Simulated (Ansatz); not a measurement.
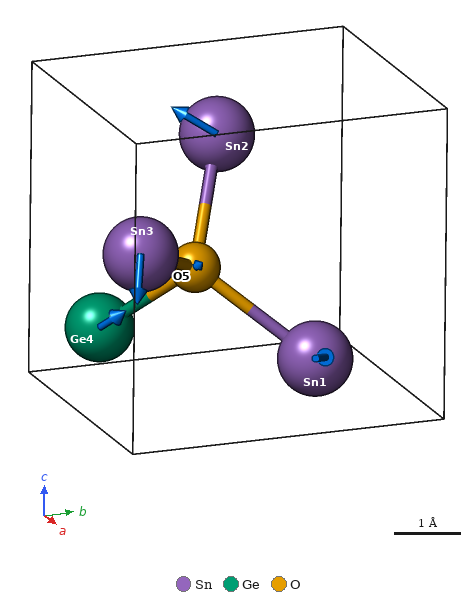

A relaxation of crystalline Sn3GeO (a generated structure, set up in R3) (coarse preliminary run). The starting structure is drawn; blue arrows show the displacements (the part carried along by the change of the cell is left out), magnified 30 times.

A ball-and-stick model of the cell of the calculation, seen slightly off an axis.

Level of theory: Ansatz, DFT PBE, scalar-relativistic, plane waves, PAW.

The input:
```yaml
crystal:
  lattice:
    - [3.4334832487, 1.9823224779, 2.9450959795]
    - [-3.4334832487, 1.9823224779, 2.9450959795]
    - [0.0, -3.9646449557, 2.9450959795]
  atoms:
    - { symbol: Sn, position: [0.5607970403, 0.7319607177, 0.1090296477] }
    - { symbol: Sn, position: [0.1090296477, 0.5607970403, 0.7319607177] }
    - { symbol: Sn, position: [0.7319607177, 0.1090296477, 0.5607970403] }
    - { symbol: Ge, position: [0.1694718413, 0.1694718413, 0.1694718413] }
    - { symbol: O, position: [0.397640743, 0.397640743, 0.397640743] }
basis:
  ecutwfc: 420
kpoints:
  mp_grid: { grid: [6, 6, 6] }
hamiltonian:
  xc: pbe
scf:
  occupations: { method: gaussian, width: 0.1 }
  lower_state_search: "off"
output:
  forces: true
  stress: true
  eigenvalues: true
relax:
  adjacent_minimum: "off"
  f_tol: 0.04
  max_steps: 70
  cell: { stress_tol: 0.4 }
```

Command:
```bash
ansatz run input.yaml --threads 1 --pin off --max-ram 2560MiB --backend cpu --events-out ev --progress --plain --runs-dir out
```

**What did the optimiser do to the structure, and how much energy did it gain?**

The energy falls by 2.2 meV per cell of the calculation in 2 accepted moves (3 points after the start). Largest force component: 0.052 eV/Å at the start, 0.0064 eV/Å at the end. The pressure goes from −0.13 to 0.19 GPa. At 1 point the geometry stayed and the basis and grid were re-selected for the new cell (energy shift of 0.1 meV per cell of the calculation at most each time). The largest moves relative to the cell, 0.028 Å, are those of Sn1, Sn2 and Sn3. Sn2 goes along [−1 −3 2]. Largest moves by element: Sn 0.028 Å, Ge 0.019 Å, O 0.006 Å. Cell: a = b = c 4.939 → 4.938 Å (0.0 %), α 88.1° → 87.7°, β 88.1° → 87.7°, γ 88.1° → 87.7°. Volume −0.1 %. The space group stays R3 (No. 146).
